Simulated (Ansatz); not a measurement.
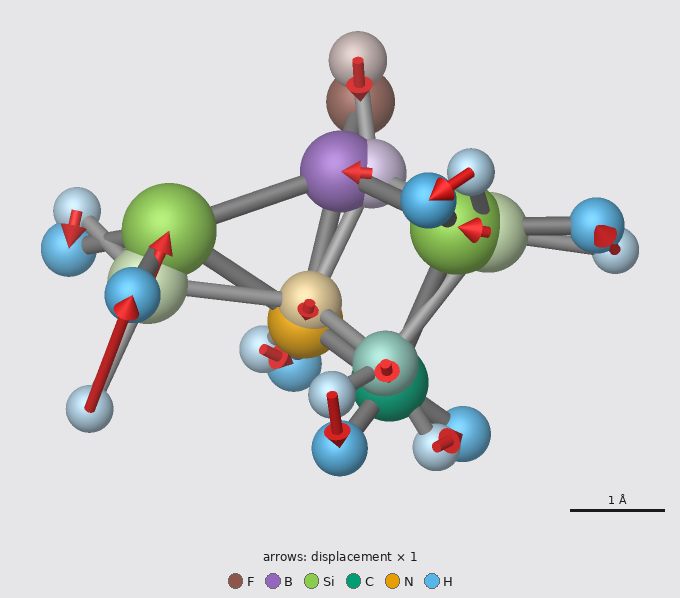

A relaxation of CH₇BFNSi₂. The starting structure is drawn faded, the final one solid; red arrows show the displacements, at their true length. The two geometries are superimposed by the best rigid fit.

The picture is a ball-and-stick view, seen at a tilt.

The run prepares an end point of a later path (hydrogen shift) calculation, from a guessed geometry.

Computed with RKS PBE0-D4/def2-SVP in Ansatz 0.2.0.

The input:
```yaml
crystal:
  periodic: [false, false, false]
  atoms:
    - { symbol: F, position_ang: [-1.3281, -0.5366, -2.334] }
    - { symbol: B, position_ang: [-0.6605, -0.6033, -1.0989] }
    - { symbol: Si, position_ang: [0.8823, -1.577, -0.4656] }
    - { symbol: C, position_ang: [0.4139, -0.6227, 0.9811] }
    - { symbol: "N", position_ang: [-0.8105, -0.0254, 0.3136] }
    - { symbol: Si, position_ang: [-0.652, 1.7914, 0.2166] }
    - { symbol: H, position_ang: [2.1946, -1.0763, -1.0329] }
    - { symbol: H, position_ang: [0.719, -3.0097, -0.3618] }
    - { symbol: H, position_ang: [1.1221, 0.097, 1.3803] }
    - { symbol: H, position_ang: [0.0083, -1.309, 1.8224] }
    - { symbol: H, position_ang: [-0.6829, 2.3533, 1.5911] }
    - { symbol: H, position_ang: [-1.6823, 0.27383, 0.7953] }
    - { symbol: H, position_ang: [-1.8228, 2.3493, -0.5754] }
basis:
  gaussian: { orbitals: def2-SVP }
hamiltonian:
  xc: pbe0
  dispersion: d4
relax:
  f_tol: 0.02
  max_steps: 50
```

Command:
```bash
ansatz run input.yaml --threads 2 --pin off --max-ram 3072MiB --backend cpu --events-out ev --progress --plain --runs-dir out
```

Which element moves most?

Hydrogen: up to 1.71 Å, against 0.61 Å for silicon.

What happened in the run?

H11 moves most after the best rigid fit: 1.71 Å. Largest moves by element: H 1.71 Å, Si 0.61 Å, F 0.59 Å, C 0.37 Å, B 0.33 Å, N 0.27 Å. Some distances before and after: B2–Si6 2.732 → 2.016 Å, Si6–H12 1.923 → 2.531 Å, Si3–Si6 3.764 → 3.228 Å, Si3–C4 1.795 → 1.940 Å. Bond angles that change, for instance: B2–N5–Si6 108.5° → 69.2°, Si6–N5–H12 79.1° → 118.0°, F1–B2–N5 138.2° → 118.8°. Groups turn about N5–Si6 by about 50°. After 15 accepted moves (16 points after the start) the energy has fallen by 312.6 kJ/mol. The largest force component goes from 4.3 to 0.018 eV/Å. The line search rejected the trial step at point 14 of the run.
